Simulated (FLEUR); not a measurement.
# Magnetic state of CrO2 from several starts, part 3 of 4

A self-consistent run ends on one state, which hangs on the start. Several orders of CrO2 are started in FLEUR and their energies compared.

FLEUR MaX-R8.1; PBE with U = 3.5 eV on Cr d; all-electron FLAPW, Dirac cores, scalar-relativistic bands.

So far, largest spin moment in the muffin-tin sphere (μB): step 2 (run 1 (ferro ++)) 2.26; step 3 (order 2, typed as antiferro q=(0,1/2,1/2) +-+-) 2.02.

## (5) Start 4: antiferro q=(0,1/2,0) +-+-

Reversing part of the moments tests the sign of the couplings between them.

The cell is doubled to 12 atoms to hold this order. The mesh is halved along the doubled vector, so that both cells sample the same points. The k list default-1 (kpts.xml, not shown) is a Γ-centred 8×4×8 mesh.

Input file inp.xml:

```
<?xml version="1.0" encoding="UTF-8" standalone="no"?>
<fleurInput fleurInputVersion="0.39">
   <comment>
      CrO2
   </comment>
   <calculationSetup>
      <cutoffs Kmax="4.4" Gmax="13.2" GmaxXC="13.2" numbands="0"/>
      <scfLoop itmax="120" minDistance="0.0001" maxIterBroyd="15" imix="Anderson" alpha="0.05" precondParam="0.0" spinf="2.0" sdNocoIR="T"/>
      <coreElectrons ctail="T" frcor="F" kcrel="0" coretail_lmax="0"/>
      <xcFunctional name="pbe" relativisticCorrections="F"/>
      <magnetism jspins="2"/>
      <soc l_soc="F" theta="0.0" phi="0.0" spav="F"/>
      <expertModes spex="0" secvar="F"/>
      <geometryOptimization l_f="F" forcealpha="1.0" forcemix="BFGS" epsdisp="0.00001" epsforce="0.00001"/>
      <ldaU l_linMix="F" mixParam="0.05" spinf="1.0"/>
   </calculationSetup>
   <cell>
      <bzIntegration valenceElectrons="104.0" mode="hist" fermiSmearingEnergy="0.00183747">
         <kPointListSelection listName="default-1"/>
         <xi:include xmlns:xi="http://www.w3.org/2001/XInclude" href="kpts.xml"> </xi:include>
      </bzIntegration>
      <xi:include xmlns:xi="http://www.w3.org/2001/XInclude" href="sym.xml"> </xi:include>
      <bulkLattice scale="1.0">
         <bravaisMatrix>
            <row-1>    8.3544791968565999     0.0000000000000000     0.0000000000000000</row-1>
            <row-2>    0.0000000000000000    16.7089583937131998     0.0000000000000000</row-2>
            <row-3>    0.0000000000000000     0.0000000000000000     5.5123311054581992</row-3>
         </bravaisMatrix>
      </bulkLattice>
   </cell>
   <atomSpecies>
      <species name="Chromium (3.000" element="Cr" atomicNumber="24">
         <mtSphere radius="2.22" gridPoints="735" logIncrement="0.016"/>
         <atomicCutoffs lmax="8" lnonsphr="6"/>
         <electronConfig flipSpins="F">
            <coreConfig>(1s1/2) (2s1/2) (2p1/2) (2p3/2)</coreConfig>
            <valenceConfig>(3s1/2) (3p1/2) (3p3/2) (4s1/2) (3d3/2) (3d5/2)</valenceConfig>
            <stateOccupation state="(4s1/2)" spinUp="0.5" spinDown="0.5"/>
            <stateOccupation state="(3d3/2)" spinUp="1.0" spinDown="1.0"/>
            <stateOccupation state="(3d5/2)" spinUp="3.0" spinDown="0.0"/>
         </electronConfig>
         <energyParameters s="4" p="4" d="3" f="4"/>
         <ldaU l="2" U="3.5" J="0.0" l_amf="F"/>
         <lo type="SCLO" l="0" n="3" eDeriv="0"/>
         <lo type="SCLO" l="1" n="3" eDeriv="0"/>
      </species>
      <species name="Chromium (-3.000" element="Cr" atomicNumber="24">
         <mtSphere radius="2.22" gridPoints="735" logIncrement="0.016"/>
         <atomicCutoffs lmax="8" lnonsphr="6"/>
         <electronConfig flipSpins="F">
            <coreConfig>(1s1/2) (2s1/2) (2p1/2) (2p3/2)</coreConfig>
            <valenceConfig>(3s1/2) (3p1/2) (3p3/2) (4s1/2) (3d3/2) (3d5/2)</valenceConfig>
            <stateOccupation state="(4s1/2)" spinUp="0.5" spinDown="0.5"/>
            <stateOccupation state="(3d3/2)" spinUp="1.0" spinDown="1.0"/>
            <stateOccupation state="(3d5/2)" spinUp="0.0" spinDown="3.0"/>
         </electronConfig>
         <energyParameters s="4" p="4" d="3" f="4"/>
         <ldaU l="2" U="3.5" J="0.0" l_amf="F"/>
         <lo type="SCLO" l="0" n="3" eDeriv="0"/>
         <lo type="SCLO" l="1" n="3" eDeriv="0"/>
      </species>
      <species name="Oxygen (O)" element="O" atomicNumber="8">
         <mtSphere radius="1.25" gridPoints="415" logIncrement="0.025"/>
         <atomicCutoffs lmax="6" lnonsphr="4"/>
         <electronConfig flipSpins="F">
            <coreConfig>(1s1/2)</coreConfig>
            <valenceConfig>(2s1/2) (2p1/2) (2p3/2)</valenceConfig>
            <stateOccupation state="(2p1/2)" spinUp="0.666667" spinDown="0.666667"/>
            <stateOccupation state="(2p3/2)" spinUp="1.333333" spinDown="1.333333"/>
         </electronConfig>
         <energyParameters s="2" p="2" d="3" f="4"/>
      </species>
   </atomSpecies>
   <atomGroups>
      <atomGroup species="Chromium (3.000">
         <relPos label="                   1">.0000000000 .0000000000 .0000000000</relPos>
         <relPos label="                   3">1.000/2.000 1.000/4.000 1.000/2.000</relPos>
         <force calculate="T" relaxXYZ="TTT"/>
      </atomGroup>
      <atomGroup species="Chromium (-3.000">
         <relPos label="                   2">.0000000000 1.000/2.000 .0000000000</relPos>
         <relPos label="                   4">1.000/2.000 -1.000/4.000 1.000/2.000</relPos>
         <force calculate="T" relaxXYZ="TTT"/>
      </atomGroup>
      <atomGroup species="Oxygen (O)">
         <relPos label="                   5">.3010000000 .1505000000 .0000000000</relPos>
         <relPos label="                  11">-.1990000000 .0995000000 1.000/2.000</relPos>
         <force calculate="T" relaxXYZ="TTT"/>
      </atomGroup>
      <atomGroup species="Oxygen (O)">
         <relPos label="                   6">.3010000000 -.3495000000 .0000000000</relPos>
         <relPos label="                  12">-.1990000000 -.4005000000 1.000/2.000</relPos>
         <force calculate="T" relaxXYZ="TTT"/>
      </atomGroup>
      <atomGroup species="Oxygen (O)">
         <relPos label="                   7">.1990000000 .4005000000 1.000/2.000</relPos>
         <relPos label="                  10">-.3010000000 -.1505000000 .0000000000</relPos>
         <force calculate="T" relaxXYZ="TTT"/>
      </atomGroup>
      <atomGroup species="Oxygen (O)">
         <relPos label="                   8">.1990000000 -.0995000000 1.000/2.000</relPos>
         <relPos label="                   9">-.3010000000 .3495000000 .0000000000</relPos>
         <force calculate="T" relaxXYZ="TTT"/>
      </atomGroup>
   </atomGroups>
   <output dos="F" band="F" slice="F">
      <bandDOS minEnergy="-.5*Htr" maxEnergy="0.5*Htr" sigma="0.015" storeEVData="T"/>
      <plotting iplot="0" polar="F">
         <plot TwoD="T" vec1="  1.0  0.0  0.0" vec2="  0.0  1.0  0.0" vec3="  0.0  0.0  1.0" zero="  0.0  0.0  0.0" file="plot"/>
      </plotting>
      <moessbauerParams electricFieldGradient="F" isomerShift="F" coreHyperfine="F" valenceHyperfine="F"/>
   </output>
</fleurInput>
```

Input file crystal.txt:

```
CrO2
&input film=F cartesian=F /
4.42100000000  0.00000000000  0.00000000000
0.00000000000  8.84200000000  0.00000000000
0.00000000000  0.00000000000  2.91700000000
1.8897261246
1.0 1.0 1.0

12
24 0.00000000000  0.00000000000  0.00000000000 : 3.000
24 0.00000000000  0.50000000000  0.00000000000 : -3.000
24 0.50000000000  0.25000000000  0.50000000000 : 3.000
24 0.50000000000  0.75000000000  0.50000000000 : -3.000
8 0.30100000000  0.15050000000  0.00000000000
8 0.30100000000  0.65050000000  0.00000000000
8 0.19900000000  0.40050000000  0.50000000000
8 0.19900000000  0.90050000000  0.50000000000
8 0.69900000000  0.34950000000  0.00000000000
8 0.69900000000  0.84950000000  0.00000000000
8 0.80100000000  0.09950000000  0.50000000000
8 0.80100000000  0.59950000000  0.50000000000

&kpt div1=8 div2=4 div3=8 gamma=T /
```

Command:

```
OMP_NUM_THREADS=1 inpgen -f crystal.txt > inpgen.log  # inp.xml is then edited as shown
OMP_NUM_THREADS=1 mpirun -n 8 fleur_MPI > fleur.log
```

Output:

```text
[banner, memory and clock lines left out]
Welcome to FLEUR        (www.flapw.de)
      MaX-Release 8.1          (www.max-centre.eu)

 ========== k-point set info ==========
 Selected k-point list: default-1
 k-point list type: mesh
 0 x 0 x 0
 Number of k points: 80

 [... set-up left out ...]
 no density matrix found ... skipping LDA+U
 Reset of history
 Iteration:     1   Distance:      52.02873188 me/bohr^3
 Iteration:     2   Distance:      46.91972427 me/bohr^3
 Iteration:     3   Distance:      40.07740874 me/bohr^3
 Iteration:     4   Distance:      18.35129019 me/bohr^3
[...]
[... left out ...]
            <freeEnergy value="-4805.1920499978"/>
            <extrapolationTo0K value="-4805.1920027318"/>
         </totalEnergy>
         [... left out ...]
         <ldaUDensityMatrixConvergence>
            <distance spin="1" distance="0.017316"/>
            <distance spin="2" distance="0.017316"/>
         </ldaUDensityMatrixConvergence>
         <densityConvergence units="me/bohr^3">
            <chargeDensity spin="1" distance="0.1411407350"/>
            <chargeDensity spin="2" distance="0.1411407350"/>
            <overallChargeDensity distance="0.2192005156"/>
            <spinDensity distance="0.1778593890"/>
         </densityConvergence>
      </iteration>
```

The job ended after 10 min (8 MPI ranks of Arm Neoverse V2, shared host; peak memory 1.5 GiB).

The run was cut off at its time limit.

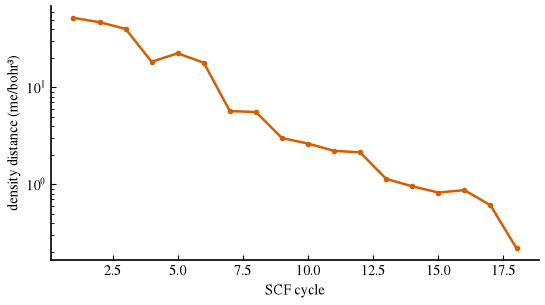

Distance of input and output densities by cycle.

After 18 cycles the density distance stands at 0.22 me/bohr³, above the threshold of 0.0001.

## (6) Run 5 (antiferro +-)

Another pattern of signs weighs the neighbour shells otherwise.

The k list default-1 (kpts.xml, not shown) is a Γ-centred 8×8×8 mesh.

inp.xml: that of step 5 with these lines changed.

```diff
@@ -17,3 +17,3 @@
    <cell>
-      <bzIntegration valenceElectrons="104.0" mode="hist" fermiSmearingEnergy="0.00183747">
+      <bzIntegration valenceElectrons="52.0" mode="hist" fermiSmearingEnergy="0.00183747">
          <kPointListSelection listName="default-1"/>
@@ -25,3 +25,3 @@
             <row-1>    8.3544791968565999     0.0000000000000000     0.0000000000000000</row-1>
-            <row-2>    0.0000000000000000    16.7089583937131998     0.0000000000000000</row-2>
+            <row-2>    0.0000000000000000     8.3544791968565999     0.0000000000000000</row-2>
             <row-3>    0.0000000000000000     0.0000000000000000     5.5123311054581992</row-3>
@@ -76,3 +76,2 @@
          <relPos label="                   1">.0000000000 .0000000000 .0000000000</relPos>
-         <relPos label="                   3">1.000/2.000 1.000/4.000 1.000/2.000</relPos>
          <force calculate="T" relaxXYZ="TTT"/>
@@ -80,4 +79,3 @@
       <atomGroup species="Chromium (-3.000">
-         <relPos label="                   2">.0000000000 1.000/2.000 .0000000000</relPos>
-         <relPos label="                   4">1.000/2.000 -1.000/4.000 1.000/2.000</relPos>
+         <relPos label="                   2">1.000/2.000 1.000/2.000 1.000/2.000</relPos>
          <force calculate="T" relaxXYZ="TTT"/>
@@ -85,4 +83,4 @@
       <atomGroup species="Oxygen (O)">
-         <relPos label="                   5">.3010000000 .1505000000 .0000000000</relPos>
-         <relPos label="                  11">-.1990000000 .0995000000 1.000/2.000</relPos>
+         <relPos label="                   3">.3010000000 .3010000000 .0000000000</relPos>
+         <relPos label="                   5">-.3010000000 -.3010000000 .0000000000</relPos>
          <force calculate="T" relaxXYZ="TTT"/>
@@ -90,14 +88,4 @@
       <atomGroup species="Oxygen (O)">
-         <relPos label="                   6">.3010000000 -.3495000000 .0000000000</relPos>
-         <relPos label="                  12">-.1990000000 -.4005000000 1.000/2.000</relPos>
-         <force calculate="T" relaxXYZ="TTT"/>
-      </atomGroup>
-      <atomGroup species="Oxygen (O)">
-         <relPos label="                   7">.1990000000 .4005000000 1.000/2.000</relPos>
-         <relPos label="                  10">-.3010000000 -.1505000000 .0000000000</relPos>
-         <force calculate="T" relaxXYZ="TTT"/>
-      </atomGroup>
-      <atomGroup species="Oxygen (O)">
-         <relPos label="                   8">.1990000000 -.0995000000 1.000/2.000</relPos>
-         <relPos label="                   9">-.3010000000 .3495000000 .0000000000</relPos>
+         <relPos label="                   4">.1990000000 -.1990000000 1.000/2.000</relPos>
+         <relPos label="                   6">-.1990000000 .1990000000 1.000/2.000</relPos>
          <force calculate="T" relaxXYZ="TTT"/>
```

Input file crystal.txt:

```
CrO2
&input film=F cartesian=F /
4.42100000000  0.00000000000  0.00000000000
0.00000000000  4.42100000000  0.00000000000
0.00000000000  0.00000000000  2.91700000000
1.8897261246
1.0 1.0 1.0

6
24 0.00000000000  0.00000000000  0.00000000000 : 3.000
24 0.50000000000  0.50000000000  0.50000000000 : -3.000
8 0.30100000000  0.30100000000  0.00000000000
8 0.19900000000  0.80100000000  0.50000000000
8 0.69900000000  0.69900000000  0.00000000000
8 0.80100000000  0.19900000000  0.50000000000

&kpt div1=8 div2=8 div3=8 gamma=T /
```

Output:

```text
[banner, memory and clock lines left out]
Welcome to FLEUR        (www.flapw.de)
      MaX-Release 8.1          (www.max-centre.eu)

 ========== k-point set info ==========
 Selected k-point list: default-1
 k-point list type: mesh
 0 x 0 x 0
 Number of k points: 112

 [... set-up left out ...]
 no density matrix found ... skipping LDA+U
 Reset of history
 Iteration:     1   Distance:      52.54243548 me/bohr^3
 Iteration:     2   Distance:      46.93855200 me/bohr^3
 Iteration:     3   Distance:      40.10445970 me/bohr^3
[...]
[... left out ...]
            <freeEnergy value="-2402.5904362532"/>
            <extrapolationTo0K value="-2402.5904003107"/>
         </totalEnergy>
         [... left out ...]
         <ldaUDensityMatrixConvergence>
            <distance spin="1" distance="0.000008"/>
            <distance spin="2" distance="0.000007"/>
         </ldaUDensityMatrixConvergence>
         <densityConvergence units="me/bohr^3">
            <chargeDensity spin="1" distance="0.0000602648"/>
            <chargeDensity spin="2" distance="0.0000449891"/>
            <overallChargeDensity distance="0.0000936761"/>
            <spinDensity distance="0.0000503640"/>
         </densityConvergence>
      </iteration>
```

Wall time 2.2 min (8 MPI ranks); peak memory 0.6 GiB.

Read from the output:

* free energy: -65377.8164 eV
* program's band gap on this mesh (in a metal only a level spacing): 0.07765 eV
* magnetization: 0 μB
* final state: antiferromagnetic
* largest moment: 1.950 μB

It lies 168 meV a seeded atom over the first start, and its largest moment is 1.95 μB against 2.26 μB.

## (7) Run 6 (antiferro q=(1/2,1/2,0) +-+-)

Reversing part of the moments tests the sign of the couplings between them.

The cell is doubled to 12 atoms to hold this order. The mesh is halved along the doubled vector, so that both cells sample the same points. The k list default-1 (kpts.xml, not shown) is a Γ-centred 4×8×8 mesh.

inp.xml: that of step 6 with these lines changed.

```diff
@@ -17,3 +17,3 @@
    <cell>
-      <bzIntegration valenceElectrons="52.0" mode="hist" fermiSmearingEnergy="0.00183747">
+      <bzIntegration valenceElectrons="104.0" mode="hist" fermiSmearingEnergy="0.00183747">
          <kPointListSelection listName="default-1"/>
@@ -24,4 +24,4 @@
          <bravaisMatrix>
-            <row-1>    8.3544791968565999     0.0000000000000000     0.0000000000000000</row-1>
-            <row-2>    0.0000000000000000     8.3544791968565999     0.0000000000000000</row-2>
+            <row-1>   16.7089583937131998     0.0000000000000000     0.0000000000000000</row-1>
+            <row-2>    8.3544791968565999     8.3544791968565999     0.0000000000000000</row-2>
             <row-3>    0.0000000000000000     0.0000000000000000     5.5123311054581992</row-3>
@@ -79,3 +79,11 @@
       <atomGroup species="Chromium (-3.000">
-         <relPos label="                   2">1.000/2.000 1.000/2.000 1.000/2.000</relPos>
+         <relPos label="                   2">1.000/2.000 .0000000000 .0000000000</relPos>
+         <force calculate="T" relaxXYZ="TTT"/>
+      </atomGroup>
+      <atomGroup species="Chromium (3.000">
+         <relPos label="                   3">.0000000000 1.000/2.000 1.000/2.000</relPos>
+         <force calculate="T" relaxXYZ="TTT"/>
+      </atomGroup>
+      <atomGroup species="Chromium (-3.000">
+         <relPos label="                   4">1.000/2.000 1.000/2.000 1.000/2.000</relPos>
          <force calculate="T" relaxXYZ="TTT"/>
@@ -83,4 +91,4 @@
       <atomGroup species="Oxygen (O)">
-         <relPos label="                   3">.3010000000 .3010000000 .0000000000</relPos>
-         <relPos label="                   5">-.3010000000 -.3010000000 .0000000000</relPos>
+         <relPos label="                   5">.0000000000 .3010000000 .0000000000</relPos>
+         <relPos label="                   9">.0000000000 -.3010000000 .0000000000</relPos>
          <force calculate="T" relaxXYZ="TTT"/>
@@ -88,4 +96,14 @@
       <atomGroup species="Oxygen (O)">
-         <relPos label="                   4">.1990000000 -.1990000000 1.000/2.000</relPos>
-         <relPos label="                   6">-.1990000000 .1990000000 1.000/2.000</relPos>
+         <relPos label="                   6">1.000/2.000 .3010000000 .0000000000</relPos>
+         <relPos label="                  10">1.000/2.000 -.3010000000 .0000000000</relPos>
+         <force calculate="T" relaxXYZ="TTT"/>
+      </atomGroup>
+      <atomGroup species="Oxygen (O)">
+         <relPos label="                   7">-.3010000000 -.1990000000 1.000/2.000</relPos>
+         <relPos label="                  11">.3010000000 .1990000000 1.000/2.000</relPos>
+         <force calculate="T" relaxXYZ="TTT"/>
+      </atomGroup>
+      <atomGroup species="Oxygen (O)">
+         <relPos label="                   8">.1990000000 -.1990000000 1.000/2.000</relPos>
+         <relPos label="                  12">-.1990000000 .1990000000 1.000/2.000</relPos>
          <force calculate="T" relaxXYZ="TTT"/>
```

Input file crystal.txt:

```
CrO2
&input film=F cartesian=F /
8.84200000000  0.00000000000  0.00000000000
4.42100000000  4.42100000000  0.00000000000
0.00000000000  0.00000000000  2.91700000000
1.8897261246
1.0 1.0 1.0

12
24 0.00000000000  0.00000000000  0.00000000000 : 3.000
24 0.50000000000  0.00000000000  0.00000000000 : -3.000
24 0.00000000000  0.50000000000  0.50000000000 : 3.000
24 0.50000000000  0.50000000000  0.50000000000 : -3.000
8 0.00000000000  0.30100000000  0.00000000000
8 0.50000000000  0.30100000000  0.00000000000
8 0.69900000000  0.80100000000  0.50000000000
8 0.19900000000  0.80100000000  0.50000000000
8 0.00000000000  0.69900000000  0.00000000000
8 0.50000000000  0.69900000000  0.00000000000
8 0.30100000000  0.19900000000  0.50000000000
8 0.80100000000  0.19900000000  0.50000000000

&kpt div1=4 div2=8 div3=8 gamma=T /
```

Output:

```text
[banner, memory and clock lines left out]
Welcome to FLEUR        (www.flapw.de)
      MaX-Release 8.1          (www.max-centre.eu)

 ========== k-point set info ==========
 Selected k-point list: default-1
 k-point list type: mesh
 0 x 0 x 0
 Number of k points: 96

 [... set-up left out ...]
 no density matrix found ... skipping LDA+U
 Reset of history
 Iteration:     1   Distance:      52.22183178 me/bohr^3
 Iteration:     2   Distance:      46.65744587 me/bohr^3
 Iteration:     3   Distance:      39.61899552 me/bohr^3
 Iteration:     4   Distance:      34.09006976 me/bohr^3
[...]
(+0.00000,+0.00000) (+0.00000,+0.09150) (+0.00000,+0.00000) (+0.17339,+0.00000) (+0.00000,+0.00000)
               (-0.03209,+0.00000) (+0.00000,+0.00000) (+0.00000,-0.07171) (+0.00000,+0.00000) (+0.18789,+0.00000)
            </densityMatrixFor>
            <densityMatrixFor spin="2" atomType="4" uIndex="4" l="2" U="3.50000000" J="0.00000000">
               (+0.41571,+0.00000) (+0.00000,+0.00000) (+0.00002,-0.19070) (+0.00000,+0.00000) (-0.14944,-0.00001)
               (+0.00000,+0.00000) (+0.61758,+0.00000) (+0.00000,+0.00000) (+0.00000,+0.27685) (+0.00000,+0.00000)
[... rest left out ...]
```

Wall time 13 min (8 MPI ranks); peak memory 1.3 GiB.

The run was cut off at its time limit.

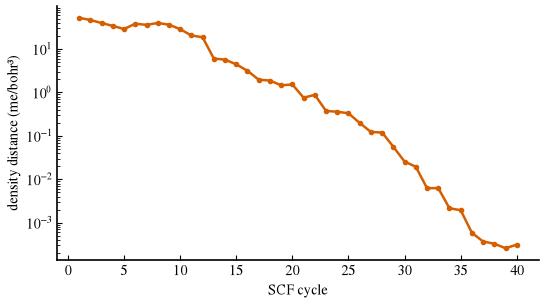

Distance of input and output densities by cycle.

After 40 cycles the density distance stands at 3.1e-4 me/bohr³, above the threshold of 0.0001.

(Part 3 of 4 ends here.)

[Logs and program files are shortened in this print: banners, set-up blocks, solver, clock and traceback lines can be left out without a mark of their own.]

[Logs are printed without paths, hosts, clocks, repeated set-up lines and the standing remarks that a program may print on its own settings, such as how far it seeks lower states.]

[Hosts, paths, dates, database ids (printed as entryN), source tags and the programs' standing remarks are cut or masked in the printed files.]

[Where a cell is said to come from a database of computed structures, the database is the Materials Project.]
